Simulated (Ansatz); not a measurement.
Consider MgBrF (1T monolayer (Janus)).

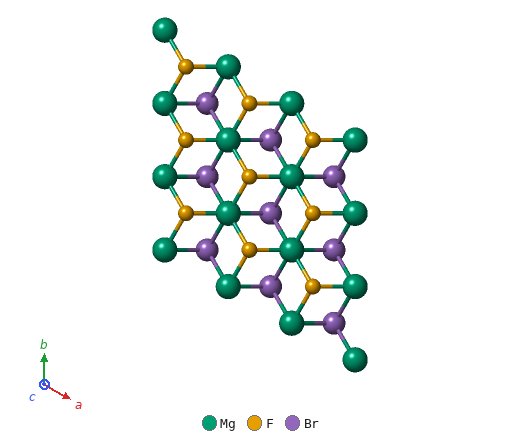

The structure (magnesium teal, fluorine orange, bromine purple). 3×3×1 cells are drawn. Some periodic images of atoms are drawn too.

The cell holds 3 atoms: 1 Mg, 1 F and 1 Br. Cell: a = 3.414 Å, b = 3.414 Å, c = 28.000 Å, α = 90.0°, β = 90.0°, γ = 120.0°. Vacuum lies along c.

```xyz
3
Lattice="3.4138 0.0000 0.0000 -1.7069 2.9564 0.0000 0.0000 0.0000 28.0000" Properties=species:S:1:pos:R:3
Mg    0.0000    0.0000   14.4099
F     0.0000    1.9710   15.2123
Br    1.7069    0.9855   12.7877
```

The structure was relaxed with LDA. The runs that relaxed it are not among those shown. PAW set soft_2, made with PBE.

Gaps computed with Ansatz 0.2.0 without a self-energy: LDA 2.51 eV, LDA+SOC 2.32 eV and HSE06 3.77 eV.

Q: Estimate the G0W0@LDA gap with 6×6×1 mesh, 375 empty bands, screening to 70 eV, default PAW files.

About 5.60 eV: on its mesh the run moves the gap from 2.51 eV by +3.09 eV. Among the scalar-relativistic levels given, HSE06 is nearest (−1.83 eV). Spin-orbit coupling is not in that value; its −0.19 eV at the LDA level would bring it to about 5.41 eV. Bands and cutoff are finite, so the gap is not at the basis limit. The miss can reach some tenths of an eV and take either sign; the mesh is an error of its own. The mesh in the plane is coarse for a sheet; gap and any exciton binding can still move on denser ones. The many-body steps are scalar-relativistic: spin-orbit coupling is not in them.

[Paths, hosts, dates, memory and timing lines, banners, echoed tables and standing remarks are left out of the program output.]

[Logs are printed without paths, hosts, clocks, repeated set-up lines and the standing remarks that a program may print on its own settings, such as how far it seeks lower states.]

[Runs of the session that timed out or met a known fault of the program may be left out.]

[Cells called generated may have been cut or substituted from an entry of the Crystallography Open Database or the Materials Project.]

[Hosts, paths, dates, database ids (printed as entryN), source tags and the programs' standing remarks are cut or masked in the printed files.]
